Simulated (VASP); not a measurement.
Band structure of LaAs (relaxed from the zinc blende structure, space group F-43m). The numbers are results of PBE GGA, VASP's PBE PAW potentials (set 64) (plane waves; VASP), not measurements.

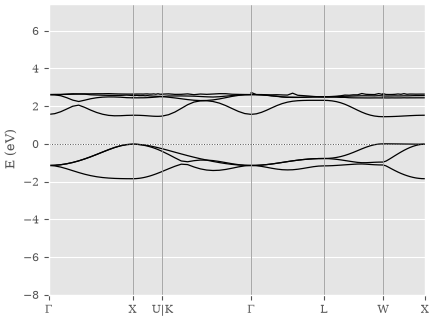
Bands along high-symmetry lines, zero at the valence-band maximum or, without a gap, the Fermi level

Read the plot: is there a gap, and where are the band edges?

The gap is direct, 1.44 eV, from the valence maximum at W to the conduction minimum at W. (Edges off the drawn lines would not show.)

The structure was generated: LaAs was put into the zinc blende type (F-43m), which need not be its known phase. It was relaxed first, which changed the volume by -26 %.
